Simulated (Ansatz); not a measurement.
A series of calculations on GePH6OF

### Relaxation

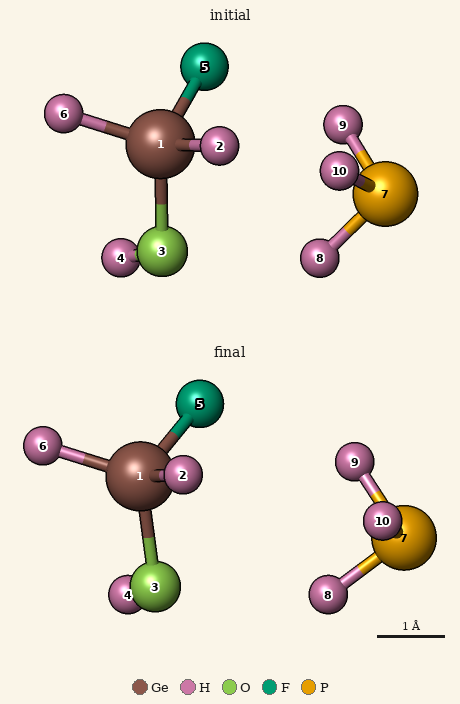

The structure of GePH6OF before (top) and after (bottom) a relaxation, at one scale.

The picture is a ball-and-stick view, seen at a tilt.

The run prepares an end point of a later path (reaction) calculation, from a guessed geometry.

All numbers below come from RKS PBE-D4/def2-SVP (Ansatz). (no spin polarisation; force threshold 0.03 eV/Å; at most 50 steps)

What changed between the two?

The atom that moves furthest after the best rigid fit is H10 (0.68 Å). Largest moves by element: H 0.68 Å, P 0.39 Å, Ge 0.31 Å, O 0.21 Å, F 0.14 Å. Near-neighbour distances that change, for instance: Ge1–P7 3.487 → 4.117 Å, P7–H10 1.427 → 1.443 Å, P7–H8 1.435 → 1.441 Å, Ge1–H6 1.545 → 1.551 Å. Bond angles that change, for instance: H2–Ge1–O3 108.5° → 105.6°, O3–Ge1–H6 109.4° → 111.7°, Ge1–O3–H4 113.7° → 111.5°. After 8 accepted moves (9 points after the start) the energy has fallen by 4.49 kcal/mol. Largest force component: 0.61 eV/Å at the start, 0.029 eV/Å at the end. The line search rejected the trial step at point 4 of the run. The run took 12 s on 4 threads of Arm Neoverse V1, with other jobs on the host, peak memory 0.16 GiB.

### Relaxation

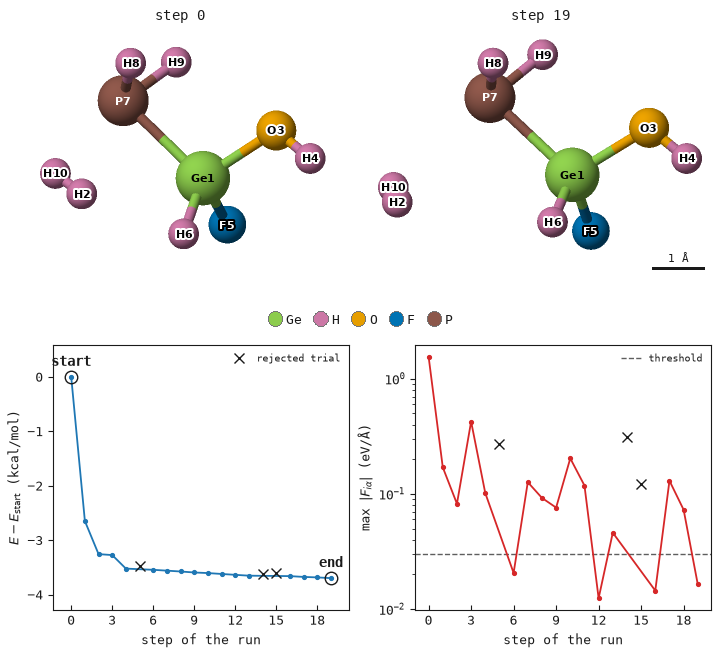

First and last geometry of a relaxation of GePH6OF, with the history of the run. The picture is a ball-and-stick view, seen at a tilt.

The run prepares an end point of a later path (reaction) calculation, from a guessed geometry.

Method: Ansatz 0.2.0, RKS PBE-D4/def2-SVP.

Input file:
```yaml
crystal:
  periodic: [false, false, false]
  atoms:
    - { symbol: Ge, position_ang: [0.450989, 0.393523, -0.245334] }
    - { symbol: H, position_ang: [-0.064236, 0.011761, 2.43786] }
    - { symbol: O, position_ang: [1.881331, -0.184632, -1.156979] }
    - { symbol: H, position_ang: [1.73605, -1.047426, -1.593601] }
    - { symbol: F, position_ang: [-0.70045, 1.019486, -1.435284] }
    - { symbol: H, position_ang: [-0.29647, -0.786347, 0.43577] }
    - { symbol: P, position_ang: [1.126783, 2.196299, 0.986143] }
    - { symbol: H, position_ang: [2.233861, 1.434569, 1.509778] }
    - { symbol: H, position_ang: [1.888207, 2.674278, -0.143381] }
    - { symbol: H, position_ang: [0.041736, 0.632288, 2.794328] }
basis:
  gaussian: { orbitals: def2-SVP }
hamiltonian:
  xc: pbe
  dispersion: d4
relax:
  f_tol: 0.03
  max_steps: 50
output:
  orbitals: {}
```

Run as
```bash
ansatz run input.yaml --threads 4 --pin off --max-ram 5120MiB --backend cpu --events-out ev --progress --plain --runs-dir out
```

Did the run converge, and what did it change?

Answer. It converged. After 16 accepted moves (19 points after the start) the energy has fallen by 3.70 kcal/mol. Largest force component: 1.5 eV/Å at the start, 0.016 eV/Å at the end. The line search rejected the trial steps at points 5, 14, 15 of the run. The forces were under the threshold at step 6, but the run went on from there. The largest move after the best rigid fit is that of H2, 0.92 Å. By element the largest moves are H 0.92 Å, O 0.31 Å, F 0.20 Å, Ge 0.20 Å, P 0.15 Å. Some distances before and after: H2–H10 0.723 → 0.770 Å, Ge1–P7 2.285 → 2.323 Å, Ge1–F5 1.770 → 1.766 Å. Bond angles that change, for instance: H6–Ge1–P7 120.3° → 116.7°, F5–Ge1–P7 106.0° → 108.5°, Ge1–O3–H4 113.2° → 111.0°.

| step | E − E(0), kcal/mol | largest force component, eV/Å | note |
| --- | --- | --- | --- |
| 0 | 0.00 | 1.5474 |  |
| 1 | -2.65 | 0.1699 |  |
| 2 | -3.26 | 0.0821 |  |
| 3 | -3.27 | 0.4243 |  |
| 4 | -3.52 | 0.1015 |  |
| 5 | -3.47 | 0.2729 | rejected |
| 6 | -3.54 | 0.0206 |  |
| 7 | -3.56 | 0.1264 |  |
| 8 | -3.57 | 0.0922 |  |
| 9 | -3.59 | 0.0760 |  |
| 10 | -3.60 | 0.2033 |  |
| 11 | -3.62 | 0.1182 |  |
| 12 | -3.64 | 0.0124 |  |
| 13 | -3.65 | 0.0460 |  |
| 14 | -3.63 | 0.3099 | rejected |
| 15 | -3.60 | 0.1206 | rejected |
| 16 | -3.66 | 0.0145 |  |
| 17 | -3.67 | 0.1301 |  |
| 18 | -3.68 | 0.0728 |  |
| 19 | -3.70 | 0.0164 |  |

### Path

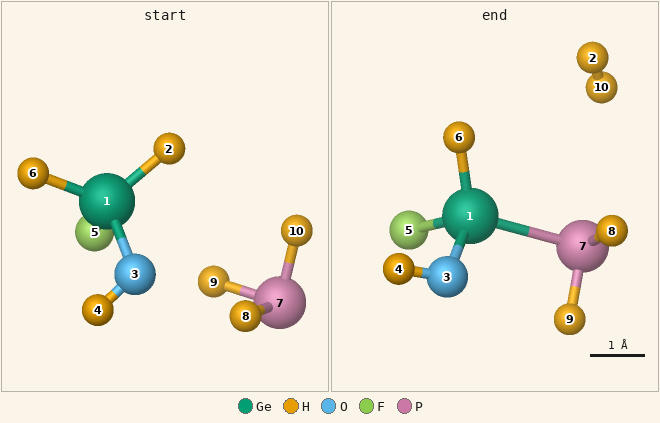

The two relaxed end points of a path for GePH6OF, made up at the start of GeH3OF and PH3. The picture is a ball-and-stick view, seen at a tilt.

Theory: RKS PBE-D4/def2-SVP in Ansatz 0.2.0.

Set-up: 5 movable images; climbing image; force threshold 0.03 eV/Å; iteration limit 60.

Start:
```xyz
10

Ge   -0.0945   -0.4624   -0.0814
H    -0.4600   -0.3201    1.4073
O     1.6724   -0.7278   -0.1202
H     1.9934   -0.8645   -1.0322
F    -0.4433    1.0656   -0.8926
H    -0.8539   -1.5296   -0.9111
P     1.9606    2.7827    1.4000
H     2.4838    1.5081    0.9772
H     0.9026    2.7156    0.4245
H     1.1367    2.1762    2.4179
```

End:
```xyz
10

Ge    0.5957    0.2944   -0.3792
H    -0.6079    0.3913    3.2341
O     1.9918   -0.3204   -1.3195
H     1.7260   -1.0648   -1.8936
F    -0.6118    0.8077   -1.5611
H    -0.0984   -0.8288    0.4432
P     1.3116    2.1627    0.8017
H     2.2479    1.3465    1.5354
H     2.2759    2.4492   -0.2303
H    -0.5330    1.1060    2.9587
```

### What barrier does the band find between them, and by what path?

Forward barrier 2.62 eV, backward barrier 2.60 eV, with image 3 at the top; the reaction energy is +0.01 eV. Breaking: Ge1–H2 (1.54 → 1.83 at the top → 3.81 Å), P7–H10 (1.44 → 1.81 at the top → 3.03 Å). Forming: Ge1–P7 (4.12 → 2.70 at the top → 2.32 Å), H2–H10 (3.13 → 1.07 at the top → 0.77 Å). The band converged in 21 iterations, with a climbing image at the top.

Energies of the converged images:

```json
{"image": "0", "path (Å)": "0.00", "E (eV)": "0.000"}
{"image": "1", "path (Å)": "0.90", "E (eV)": "0.046"}
{"image": "2", "path (Å)": "1.81", "E (eV)": "0.496"}
{"image": "3", "path (Å)": "2.71", "E (eV)": "2.617"}
{"image": "4", "path (Å)": "4.47", "E (eV)": "0.165"}
{"image": "5", "path (Å)": "6.24", "E (eV)": "0.020"}
{"image": "6", "path (Å)": "8.01", "E (eV)": "0.012"}
```

The geometry at the top of the path:

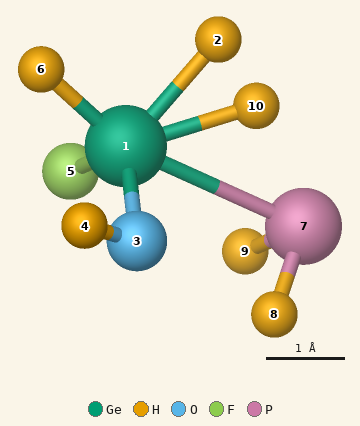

Limits of the set-up: the start holds two separate molecules, 2.5 Å apart at their closest, whose relative position is a soft coordinate.
